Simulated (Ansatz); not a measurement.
## Fields on a plane of LiH (rock salt)

```xyz
2
Lattice="0.0000 1.9900 1.9900 1.9900 0.0000 1.9900 1.9900 1.9900 0.0000" Properties=species:S:1:pos:R:3 pbc="T T T"
Li     0.0000     0.0000     0.0000
H      1.9900     1.9900     1.9900
```

The slice is a {100} plane (indices of the conventional cell) through the point (0.000, 0.000, 0.000) (fractional), spanned by u = [100] and v = [0 1 -1] in vectors of this cell: u (2.81 Å) and v (2.81 Å, at 90° to u). It covers one period; positions are fractions (u, v).

Atoms on it: Li at (0.00, 0.00); H at (0.50, 0.50).

Level of theory: PBEsol (plane waves to 420 eV, PAW, scalar-relativistic; Ansatz, an electronic-structure program). k mesh 14×14×14. Near the nuclei the fields are pseudised (PAW); where an atom keeps semicore shells as valence, they peak there. LiH was relaxed with its symmetry unable to fall.

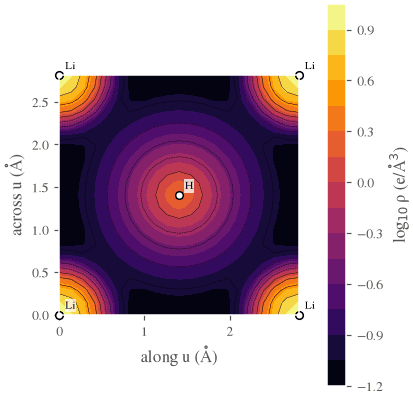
*Log₁₀ of the valence density in e/Å³, one period of the plane, atoms marked. The scale is logarithmic, as a density can span decades between atoms and voids.*

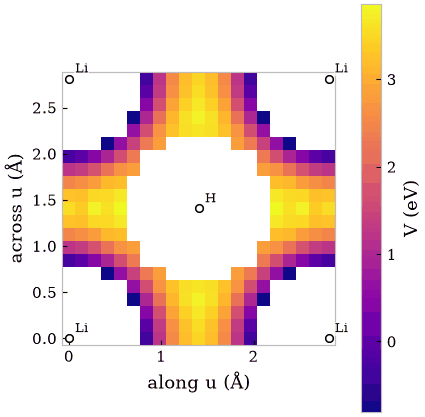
Figure. Electrostatic potential energy of an electron, from the cell's mean, in eV, one period of the plane, atoms marked. Points within 0.8 Å of a nucleus are left white, as the pseudised field means little there. The zero, the cell's mean, hangs on the PAW cores.

| Item | Value |
|---|---|
| Density on the Li–H line (1.99 Å) at its density minimum, 0.8 Å from Li | 0.11 e/Å³ |
| ELF at that point | 0.0 |
| Character of the Li–H contact (rough rule: ELF there above 0.7 covalent, below 0.2 ionic, polar between) | closed-shell (ionic) |
